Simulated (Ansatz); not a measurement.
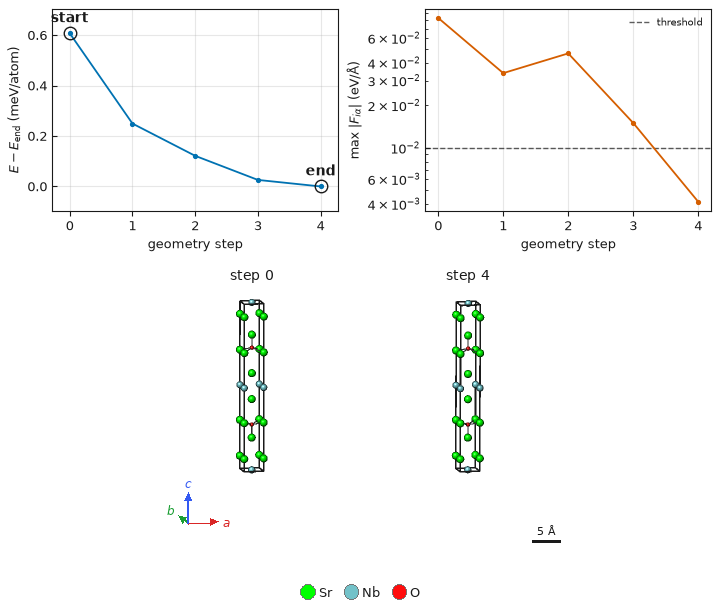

First and last geometry of a relaxation of a crystal of Sr₄NbO (a generated structure, set up in C2/m), with the history of the run. Style: ball-and-stick. Shown: the cell of the calculation, slightly off an axis.

All numbers below come from Ansatz, DFT PBE, scalar-relativistic, plane waves, PAW.

Input
```yaml
crystal:
  lattice:
    - [2.5202617247, -2.5190269305, 0.0]
    - [2.5202617247, 2.5190269305, 0.0]
    - [-0.2327071894, 0.0, 30.4540354973]
  atoms:
    - { symbol: Sr, position: [0.9992675091, 0.9992675091, 0.2906425324] }
    - { symbol: Sr, position: [0.5014652065, 0.5014652065, 0.8072371504] }
    - { symbol: Sr, position: [0.5026924958, 0.5026924958, 0.5772428395] }
    - { symbol: Sr, position: [0.0009323622, 0.0009323622, 0.0764514541] }
    - { symbol: Sr, position: [0.4973075042, 0.4973075042, 0.4227571605] }
    - { symbol: Sr, position: [0.9990676378, 0.9990676378, 0.9235485459] }
    - { symbol: Sr, position: [0.0007324909, 0.0007324909, 0.7093574676] }
    - { symbol: Sr, position: [0.4985347935, 0.4985347935, 0.1927628496] }
    - { symbol: Nb, position: [0.0, 0.0, 0.5] }
    - { symbol: Nb, position: [0.5, 0.5, 0.0] }
    - { symbol: O, position: [0.5004407636, 0.5004407636, 0.7296143822] }
    - { symbol: O, position: [0.4995592364, 0.4995592364, 0.2703856178] }
basis:
  ecutwfc: 420
kpoints:
  mp_grid: { grid: [10, 10, 2] }
hamiltonian:
  xc: pbe
scf:
  occupations: { method: gaussian, width: 0.1 }
output:
  forces: true
  stress: true
  eigenvalues: true
relax:
  adjacent_minimum: "off"
  f_tol: 0.01
  max_steps: 80
  cell: { stress_tol: 0.05 }
```

Launched with:
```bash
ansatz run input.yaml --threads 1 --pin off --max-ram 2560MiB --backend cpu --events-out ev --progress --plain --runs-dir out
```

> Did the run converge, and what did it change?

The run was cut off at its time limit before the program reported convergence, but its last step already meets the force threshold: the largest component is 0.0041 eV/Å against 0.01 eV/Å. The pressure is within 0.01 GPa of its target. The largest moves relative to the cell, 0.038 Å, are those of Sr3 and Sr5. Sr3 goes along [−2 −2 −1]. Largest moves by element: Sr 0.038 Å, O 0.033 Å. Nb stays in place. The drawn cell changes as follows: a = b 3.563 → 3.582 Å (+0.5 %), c 30.455 → 30.234 Å (−0.7 %), α 90.3° → 90.0°, β 90.3° → 90.0°; the volume changes by +0.3 %. Some distances before and after: Sr3–Nb9 3.447 → 3.421 Å, Sr1–Sr1 3.563 → 3.582 Å, Sr1–O12 2.589 → 2.602 Å, Sr2–O11 2.364 → 2.371 Å. The space group (tolerance 0.01 Å) goes from C2/m (No. 12) to P4/mmm (No. 123). Over 4 geometry steps the energy falls by 0.6 meV per atom. The largest force component goes from 0.083 to 0.0041 eV/Å. Pressure: 0.04 GPa at the start and −0.01 GPa at the end. Cost: 2.9 min on 1 thread of AMD EPYC 9R45 96-Core Processor (Zen 5), on a shared host, peak memory 1.3 GiB.
